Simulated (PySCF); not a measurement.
C₂H₉BSSi: NMR shielding calculation

The run: NMR shielding calculation of C₂H₉BSSi. Method and program: GIAO wB97X-D/pcSseg-1 NMR shielding, non-relativistic, gas phase (PySCF 2.14.0).

The geometry comes from this level: PBE0-D3(BJ)/def2-SVP. Figures and captions count atoms from 1; the log counts them from 0 in places.

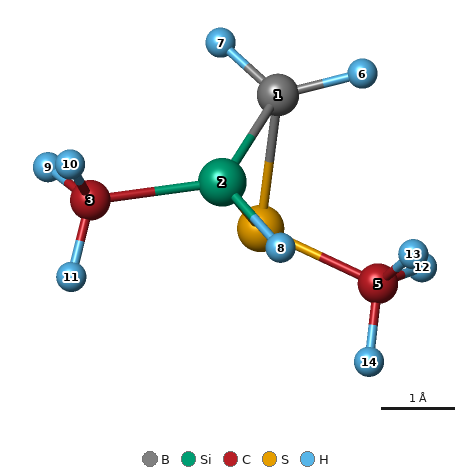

*The structure as given in the input (ball-and-stick view, seen at a tilt; atoms are numbered from 1 in the order of the input).*

Key numbers

| quantity | value |
| --- | --- |
| outcome | converged |
| total energy | −794.087701 hartree |
| HOMO | −8.61 eV |
| LUMO | 1.31 eV |
| dipole moment | 2.52 D |
| isotropic shielding, B | 127.6 ppm |
| isotropic shielding, Si | 351.5 ppm |
| isotropic shielding, C | 162.0 to 188.1 ppm |
| isotropic shielding, S | 791.8 ppm |
| isotropic shielding, H | 27.5 to 31.4 ppm |
| hardware | 1 CPU thread, shared host |
| wall time | 16 s |
| peak memory | 0.78 GiB |

The input
```
{"job": {"kind": "nmr", "xc": "wB97X-D", "basis": "pcSseg-1", "pop": false}, "charge": 0, "multiplicity": 1}
B     -0.761175     1.394507    -0.080213
Si    -0.561228    -0.187382     1.061413
C     -1.659700    -1.705093     1.013464
S      0.510553     0.061977    -0.923627
C      2.142557     0.655502    -0.394400
H     -0.182799     2.426938     0.170161
H     -1.764421     1.409638    -0.758775
H      0.546048    -0.368246     2.051599
H     -2.297816    -1.687053     0.117967
H     -2.319731    -1.703233     1.896442
H     -1.076660    -2.637640     1.023710
H      2.495443     1.377095    -1.143406
H      2.076509     1.152775     0.582183
H      2.834454    -0.195188    -0.339400
```

The first line tells a small driver script what to run in PySCF; the rest is the geometry in Å.

Launched with:
```bash
OMP_NUM_THREADS=1 python <driver script> task.json out
```

Output
```
coarse grid: 12088 points
cycle   1  E = -794.0241908250  dE =  3.246e-01  |g| = 2.812e-01  |ddm| = 3.177e+00
cycle   2  E = -794.0440145241  dE = -1.982e-02  |g| = 1.735e-01  |ddm| = 5.803e-01
cycle   3  E = -794.0520104940  dE = -7.996e-03  |g| = 3.228e-02  |ddm| = 1.995e-01
cycle   4  E = -794.0523288642  dE = -3.184e-04  |g| = 1.116e-02  |ddm| = 5.135e-02
cycle   5  E = -794.0523652372  dE = -3.637e-05  |g| = 2.775e-03  |ddm| = 1.956e-02
cycle   6  E = -794.0523680246  dE = -2.787e-06  |g| = 6.179e-04  |ddm| = 5.472e-03
final grid: 105648 points
cycle   7  E = -794.0876947232  dE = -1.237e-04  |g| = 4.824e-03  |ddm| = 3.245e-02
cycle   8  E = -794.0876982181  dE = -3.495e-06  |g| = 3.364e-03  |ddm| = 8.338e-03
cycle   9  E = -794.0877010610  dE = -2.843e-06  |g| = 5.339e-04  |ddm| = 3.332e-03
cycle  10  E = -794.0877011877  dE = -1.267e-07  |g| = 1.639e-04  |ddm| = 1.192e-03
cycle  11  E = -794.0877011997  dE = -1.200e-08  |g| = 4.940e-05  |ddm| = 4.736e-04
cycle  12  E = -794.0877012009  dE = -1.199e-09  |g| = 1.864e-05  |ddm| = 1.250e-04
cycle  13  E = -794.0877012012  dE = -2.506e-10  |g| = 3.843e-06  |ddm| = 7.508e-05
```

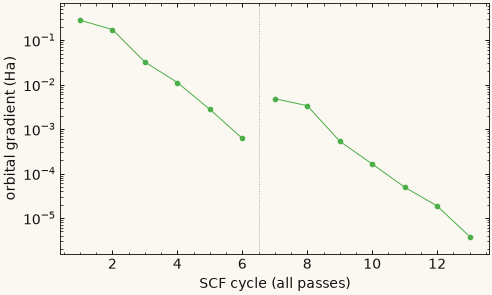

*Convergence of the self-consistent field: orbital gradient against the SCF cycle. The dotted line marks the change from a coarse to the final integration grid.*

The first 6 cycles use a coarse grid, the final grid takes over at cycle 7, and the field converges after 13 cycles in all.

```
converged SCF energy = -794.0877012012

GIAO shielding tensors (ppm)
atom      isotropic    diamagn.    paramagn.     s11        s22        s33       span
  0 B      127.642     198.864     -71.222    105.743    128.837    148.346     42.603
  1 Si     351.507     881.905    -530.397    283.575    350.162    420.785    137.210
  2 C      188.110     254.188     -66.079    179.368    188.839    196.123     16.755
  3 S      791.752    1060.557    -268.805    588.105    617.042   1170.108    582.003
  4 C      161.983     251.180     -89.197    139.503    156.389    190.055     50.552
  5 H       29.378      30.554      -1.176     25.717     27.903     34.513      8.796
  6 H       29.130      30.541      -1.410     25.740     26.723     34.929      9.189
  7 H       27.523      30.893      -3.371     22.775     26.942     32.850     10.075
  8 H       31.354      31.075       0.279     26.037     29.601     38.423     12.386
  9 H       30.996      28.283       2.714     26.438     27.669     38.883     12.445
 10 H       30.407      30.272       0.135     25.286     28.587     37.347     12.060
 11 H       29.406      29.246       0.159     23.745     26.145     38.327     14.583
 12 H       30.550      30.969      -0.419     24.917     29.386     37.347     12.430
 13 H       29.514      29.990      -0.476     23.728     26.394     38.419     14.691
```

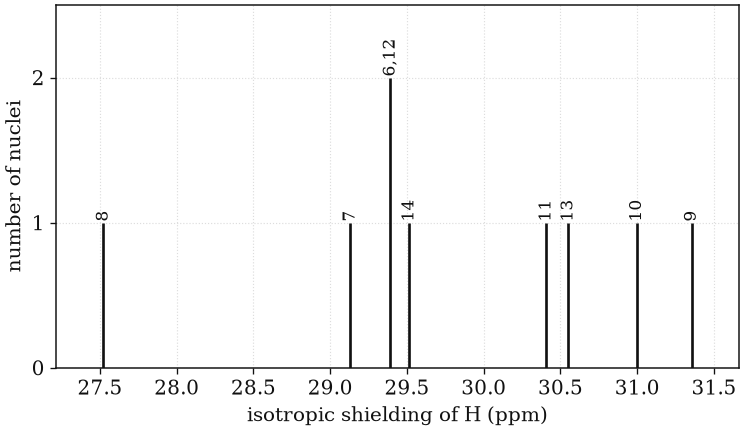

*Isotropic shieldings of the hydrogen nuclei in this fixed geometry, labelled by atom number; shielding grows to the right, so chemical shift grows to the left.*

The least shielded is H8 (27.5 ppm), the most shielded H9 (31.4 ppm).
